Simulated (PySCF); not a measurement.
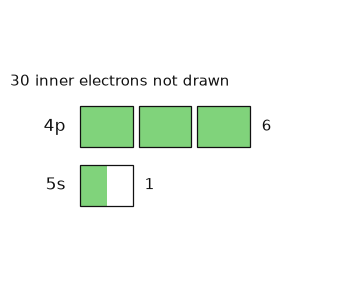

Figure 1. The outer shells of the nominal configuration: a box for each of the 2l + 1 orbitals, shaded by the share of the shell that is filled, with the electron count at the right.

**Run report: Rb, atomic calculation**

- system: Rb, configuration 1s2 2s2 2p6 3s2 3p6 3d10 4s2 4p6 5s1, multiplicity 2.
- method: unrestricted M06-2X, def2-SVP with ECP28, scalar-relativistic core potential (PySCF)

### Input
```python
from pyscf import gto, scf, dft, mp, cc
import basis_set_exchange as bse
txt = bse.get_basis("def2-SVP", elements=["Rb"], fmt="nwchem", header=False)
cut = txt.index("\nECP")
mol = gto.M(atom="Rb 0 0 0", charge=0, spin=1, symmetry="D2h",
            basis=gto.basis.parse(txt[:cut]),
            ecp={"Rb": gto.basis.parse_ecp(txt[cut:])})
mf = dft.UKS(mol, xc="M062X")
mf.irrep_nelec = {'Ag': (2, 1), 'B1u': (1, 1), 'B2u': (1, 1), 'B3u': (1, 1)}
mf.kernel()
```

The script is an equivalent of what the driver set up; the driver started from orbitals of its own, so the log can be shorter than this script's would be, and it computed the properties (radii, ⟨L²⟩, response) afterwards. It held the occupations shell by shell, which the script's counts by irreducible representation don't always enforce.

Hardware: 1 thread of Intel Xeon @ 2.90GHz, 163 GiB of memory available, shared host.

The run was one of a batch that the task file lists, launched with:
```bash
OMP_NUM_THREADS=1 python <driver script> TASK.json OUT
```

### Log (extracts)
```
damping factor = 0
level_shift factor = 0
DIIS = <class 'pyscf.scf.diis.CDIIS'>
diis_start_cycle = 1
diis_space = 10
diis_damp = 0
SCF conv_tol = 1e-09
SCF conv_tol_grad = None
number electrons alpha = 5  beta = 4
XC functionals = M062X
    Y. Zhao and D. G. Truhlar.,  Theor. Chem. Acc. 120, 215 (2008)
    Y. Zhao and D. G. Truhlar.,  Theor. Chem. Acc. 120, 215 (2008)
cycle= 1 E= -24.0220149024853  delta_E= -0.00173  |g|= 0.00649  |ddm|= 0.284
cycle= 2 E= -24.0222059034844  delta_E= -0.000191  |g|= 0.00222  |ddm|= 0.137
cycle= 3 E= -24.022236052006  delta_E= -3.01e-05  |g|= 0.000439  |ddm|= 0.0777
cycle= 4 E= -24.0222369332157  delta_E= -8.81e-07  |g|= 8.01e-05  |ddm|= 0.0139
cycle= 5 E= -24.022236955797  delta_E= -2.26e-08  |g|= 5e-06  |ddm|= 0.00246
cycle= 6 E= -24.0222369559343  delta_E= -1.37e-10  |g|= 3.24e-07  |ddm|= 0.000202
converged SCF energy = -24.0222369559343  <S^2> = 0.75023653  2S+1 = 2.0002365
```

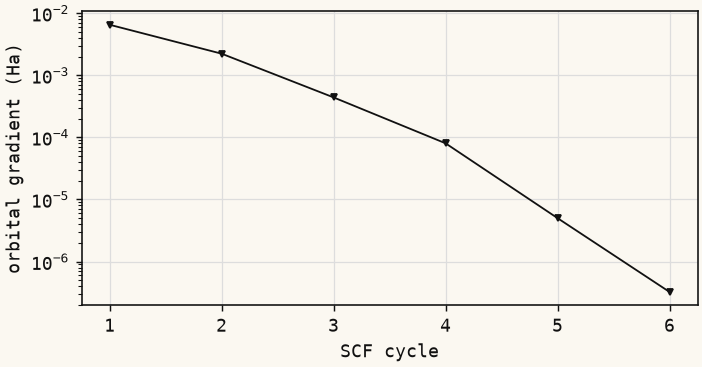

Figure 2. Convergence: orbital gradient against the SCF cycle. The residual falls at every step. It goes from 0.0065 to 3.2×10⁻⁷ in 6 steps.

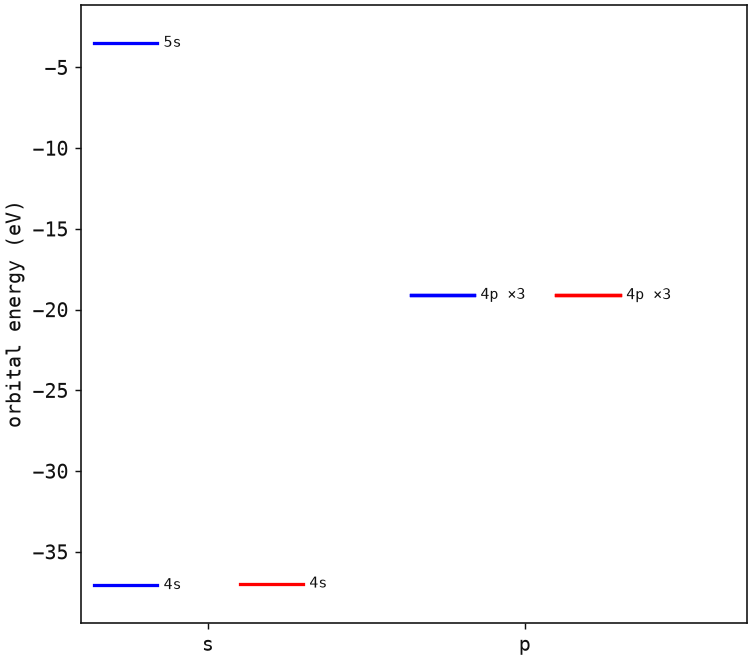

Figure 3. Orbital energies of the mean field, from the top down to −37.1 eV, by angular momentum, α spin at the left of each column and β at the right; ×n counts the orbitals under one label. The highest filled orbital is 5s α at −3.48 eV, the lowest empty one p α at 0.00699 eV.

### Summary

- outcome: converged
- total energy (valence electrons, under a core potential): −24.022237 hartree
- ⟨S²⟩: 0.750
- SCF iterations: 6
